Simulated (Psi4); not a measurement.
# TiF4 (SMILES [F][Ti]([F])([F])[F]) at M06-2X/def2-SVP

Aim: the vertical ionisation energy of TiF4 at M06-2X/def2-SVP, from 2 runs. 

The calculation is run with Psi4 1.11.

5 further runs of the same task are left out: 3 that didn't finish, 2 set aside as unsound or not needed.

## 1. The structure to begin with

TiF4: 5 atoms, total charge 0, spin state singlet. SMILES: `[F][Ti]([F])([F])[F]`. The shape is that of a PBE0-D4/def2-TZVP optimisation.

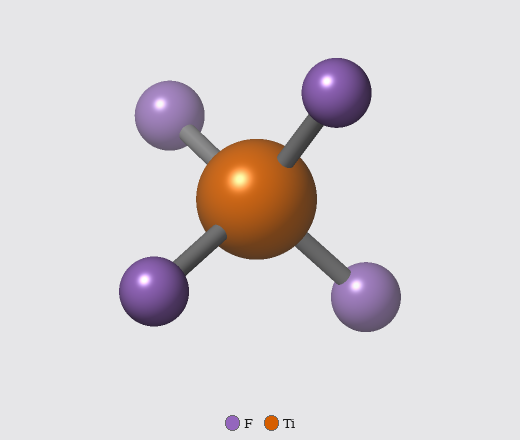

Viewed from a chosen angle; fluorine purple, titanium orange.

## 2. Energy and forces at M06-2X/def2-SVP

The input, job.py:

```python
import psi4

psi4.set_memory(2200000000)
psi4.set_num_threads(1)
psi4.set_output_file('psi4.out', False)

mol = psi4.geometry("""
0 1
F      0.33079656    -1.42993686     2.94137761
Ti    -0.00001890     0.00007559     0.00003779
F     -2.36240332     2.28097502     0.15027102
F     -0.80816027    -2.26908864    -2.23683102
F      2.83976704     1.41801269    -0.85485541
units bohr
symmetry c1
no_reorient
no_com
""")

psi4.set_options({
    'basis': 'def2-SVP',
    'puream': True,
    'e_convergence': 1e-09,
    'd_convergence': 1e-08,
    'scf_type': 'pk',
    'dft_radial_points': 99,
    'dft_spherical_points': 590,
})

energy_value = psi4.gradient('m06-2x')
print('gradient / Eh bohr^-1')
print(energy_value.np.round(6))
for k, v in sorted(psi4.core.scalar_variables().items()):
    print(f'{k:45s} {v:18.10f}')
```

Launch:

```bash
$ python job.py
```

psi4.out:

```text
[...]
  Running in c1 symmetry.
[...]
  Nuclear repulsion =  331.469148622665500
[...]
  Multiplicity = 1
[...]
  Nalpha       = 29
  Nbeta        = 29
[...]
    Number of basis functions: 87
[...]
   @RKS iter   1: -1248.08310856862681   -1.14151e+00   1.14006e-02 ADIIS/DIIS
[...]
   @RKS iter  12: -1248.50269845296998   -2.95586e-12   4.18068e-09 DIIS
[...]
    Orbital Energies [Eh]
    ---------------------
    Doubly Occupied:
       1A   -180.632206     2A    -25.276338     3A    -25.276310
       4A    -25.276298     5A    -25.276285     6A    -20.622567
       7A    -17.326284     8A    -17.326283     9A    -17.326283
      10A     -2.736246    11A     -1.809217    12A     -1.809213
      13A     -1.809212    14A     -1.304878    15A     -1.288703
      16A     -1.288686    17A     -1.288679    18A     -0.593014
      19A     -0.593006    20A     -0.593000    21A     -0.580338
      22A     -0.580318    23A     -0.564993    24A     -0.545995
      25A     -0.545982    26A     -0.545974    27A     -0.528333
      28A     -0.528306    29A     -0.528278
[...]
  @RKS Final Energy: -1248.50269845296998
   => Energetics <=
    Nuclear Repulsion Energy =            331.4691486226655002
    One-Electron Energy =               -2378.6430336649141282
    Two-Electron Energy =                 838.5453694067174411
    DFT Exchange-Correlation Energy =     -39.8741828174389497
    Empirical Dispersion Energy =           0.0000000000000000
    VV10 Nonlocal Energy =                  0.0000000000000000
    Total Energy =                      -1248.5026984529699803
[...]
 Multipole Moments:
 ------------------------------------------------------------------------------------
     Multipole            Electronic (a.u.)      Nuclear  (a.u.)        Total (a.u.)
 ------------------------------------------------------------------------------------
 L = 1.  Multiply by 2.5417464519 to convert [e a0] to [Debye]
 Dipole X            :          0.0004519           -0.0004157            0.0000362
 Dipole Y            :         -0.0011817            0.0013229            0.0001412
 Dipole Z            :         -0.0005153            0.0004912           -0.0000241
 Magnitude           :                                                    0.0001477
[...]
  -Total Gradient:
     Atom            X                  Y                   Z
    ------   -----------------  -----------------  -----------------
       1        0.001384602444    -0.006337264872     0.012675621910
       2        0.000004934612     0.000005584110    -0.000003479193
       3       -0.010243775026     0.010013525276     0.000662933878
       4       -0.003629753914    -0.010013290183    -0.009930105731
       5        0.012229945091     0.006034366531    -0.003837825555
[...]
```

On the terminal:

```text
gradient / Eh bohr^-1
[[ 1.3850e-03 -6.3370e-03  1.2676e-02]
 [ 5.0000e-06  6.0000e-06 -3.0000e-06]
 [-1.0244e-02  1.0014e-02  6.6300e-04]
 [-3.6300e-03 -1.0013e-02 -9.9300e-03]
 [ 1.2230e-02  6.0340e-03 -3.8380e-03]]
CURRENT ENERGY                                  -1248.5026984530
CURRENT REFERENCE ENERGY                        -1248.5026984530
DD SOLVATION ENERGY                                 0.0000000000
DFT FUNCTIONAL TOTAL ENERGY                     -1248.5026984530
DFT TOTAL ENERGY                                -1248.5026984530
DFT VV10 ENERGY                                     0.0000000000
DFT XC ENERGY                                     -39.8741828174
GRID ELECTRONS ALPHA                               28.9999997997
GRID ELECTRONS BETA                                28.9999997997
GRID ELECTRONS TOTAL                               57.9999995993
NUCLEAR REPULSION ENERGY                          331.4691486227
ONE-ELECTRON ENERGY                             -2378.6430336649
PCM POLARIZATION ENERGY                             0.0000000000
PE ENERGY                                           0.0000000000
SCF ITERATION ENERGY                            -1248.5026984530
SCF ITERATIONS                                     12.0000000000
SCF TOTAL ENERGY                                -1248.5026984530
TWO-ELECTRON ENERGY                               838.5453694067
XC GRID RADIAL POINTS                              99.0000000000
XC GRID SPHERICAL POINTS                          590.0000000000
XC GRID TOTAL POINTS                           283465.0000000000
```

It took 37 s on 1 thread of Intel Xeon Platinum 8259CL at 2.50GHz (Skylake/Cascade Lake), shared host; peak memory 0.95 GiB.

## 3. The doublet cation: a single-point energy at UM06-2X/def2-SVP

The input, job.py:

```python
import psi4

psi4.set_memory(2200000000)
psi4.set_num_threads(1)
psi4.core.set_output_file('f4ti.out', False)

molecule = psi4.geometry("""
1 2
F      0.175050    -0.756690     1.556510
Ti    -0.000010     0.000040     0.000020
F     -1.250130     1.207040     0.079520
F     -0.427660    -1.200750    -1.183680
F      1.502740     0.750380    -0.452370
symmetry c1
no_reorient
no_com
""")

options = {'reference': 'uks', 'puream': True, 'e_convergence': 1e-09, 'd_convergence': 1e-08, 'scf_type': 'pk', 'dft_radial_points': 99, 'dft_spherical_points': 590, 'maxiter': 100}
psi4.set_options(options)

e, wfn = psi4.energy('m06-2x/def2-SVP', return_wfn=True)
psi4.oeprop(wfn, 'MULLIKEN_CHARGES', 'DIPOLE', 'WIBERG_LOWDIN_INDICES')
print('E =', round(e, 9))
```

Launch:

```bash
$ python job.py
```

f4ti.out (excerpt; [...] marks lines left out):

```text
[...]
  Running in c1 symmetry.
[...]
  Nuclear repulsion =  331.469148447918315
[...]
  Multiplicity = 2
[...]
  Nalpha       = 29
  Nbeta        = 28
[...]
    Number of basis functions: 87
[...]
   @UKS iter   1: -1247.56649489015945   -6.24876e-01   9.63048e-03 ADIIS/DIIS
[...]
   @UKS iter  49: -1247.92795131846856   -8.64020e-11   9.44567e-09 DIIS
[...]
   @S^2 Observed:                7.949882128E-01
[...]
  @UKS Final Energy: -1247.92795131846856
   => Energetics <=
    Nuclear Repulsion Energy =            331.4691484479183146
    One-Electron Energy =               -2361.9161105283183133
    Two-Electron Energy =                 822.1574525021302406
    DFT Exchange-Correlation Energy =     -39.6384417401986084
    Empirical Dispersion Energy =           0.0000000000000000
    VV10 Nonlocal Energy =                  0.0000000000000000
    Total Energy =                      -1247.9279513184683310
[...]
 Multipole Moments:
 ------------------------------------------------------------------------------------
     Multipole            Electronic (a.u.)      Nuclear  (a.u.)        Total (a.u.)
 ------------------------------------------------------------------------------------
 L = 1.  Multiply by 2.5417464519 to convert [e a0] to [Debye]
 Dipole X            :         -0.7311219           -0.0004157           -0.7315376
 Dipole Y            :          0.0031892            0.0013228            0.0045120
 Dipole Z            :         -0.4824868            0.0004913           -0.4819955
 Magnitude           :                                                    0.8760635
[...]
  Mulliken Charges: (a.u.)
   Center  Symbol    Alpha    Beta     Spin     Total
       1     F     4.65167  4.60638  0.04529 -0.25804
       2    TI    10.08112 10.29424 -0.21312  1.62464
       3     F     4.80756  4.24668  0.56088 -0.05424
       4     F     4.80745  4.24730  0.56015 -0.05475
       5     F     4.65220  4.60540  0.04680 -0.25760
   Total alpha = 29.00000, Total beta = 28.00000, Total charge =  1.00000
  Wiberg Bond Indices using Orthogonal Lowdin Orbitals:
  Total Bond Index:
[...]
```

The script printed:

```text
E = -1247.927951318
```

It took 2.2 min on 1 thread of Intel Xeon Platinum 8259CL at 2.50GHz (Skylake/Cascade Lake), shared host; peak memory 0.94 GiB.

## 4. Outcome

Level: M06-2X/def2-SVP.

| quantity | value |
| --- | --- |
| singlet TiF4: total energy | -1248.50270 Eh |
| singlet TiF4: dipole moment | 0.00 D |
| singlet TiF4: HOMO energy | -14.38 eV |
| singlet TiF4: LUMO energy | -2.03 eV |
| singlet TiF4: HOMO–LUMO gap | 12.35 eV |
| singlet TiF4: largest force on an atom | 0.749 eV/Å |
| doublet cation: total energy | -1247.92795 Eh |
| doublet cation: HOMO energy (highest over α and β) | -20.89 eV |
| doublet cation: LUMO energy (lowest over α and β) | -17.04 eV |
| doublet cation: ⟨S²⟩ | 0.795 |
| vertical ionisation energy (to the doublet cation) | 15.640 eV |

What this shows: Removing an electron at fixed nuclei costs 15.64 eV (361 kcal/mol). The largest force (singlet TiF4) is 0.75 eV/Å: the shape isn't a stationary point for this species at this level. −ε(HOMO) before ionisation, 14.38 eV, is 1.26 eV below this ionisation energy.
